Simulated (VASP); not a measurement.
Here is the system:

```
CELL_PARAMETERS angstrom
      3.76767     0.00000     0.00000
      0.00000     3.76767     0.00000
      0.00000     0.00000     3.76767
ATOMIC_POSITIONS crystal
  Tl 0.00000 0.00000 0.00000
  Cl 0.50000 0.50000 0.50000
```

Computed with PBEsol GGA, VASP's PBE PAW potentials (set 64) (plane waves; VASP). Run with 400 eV cut-off, 8×8×8 Γ-centred mesh, tetrahedra with Blöchl corrections, potentials Tl_d Cl.

Unless said otherwise, spin-orbit coupling is left out, though it shifts the bands of the heavy elements here.

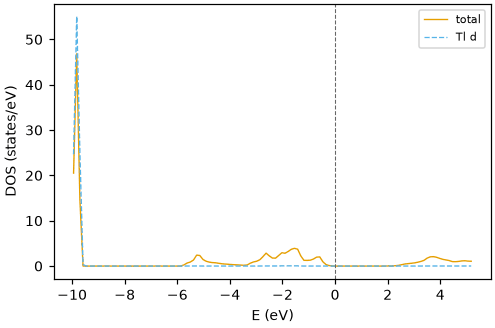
Figure: Total and projected density of states, zero at the valence-band maximum

Within 2 eV below the valence-band maximum the largest weight inside VASP's projection spheres is Cl p, then Tl s.

The gap is direct, 1.80 eV, from the valence maximum at X to the conduction minimum at X.

The compound is TlCl in the CsCl type structure. It was relaxed first, which changed the volume by -6 %.
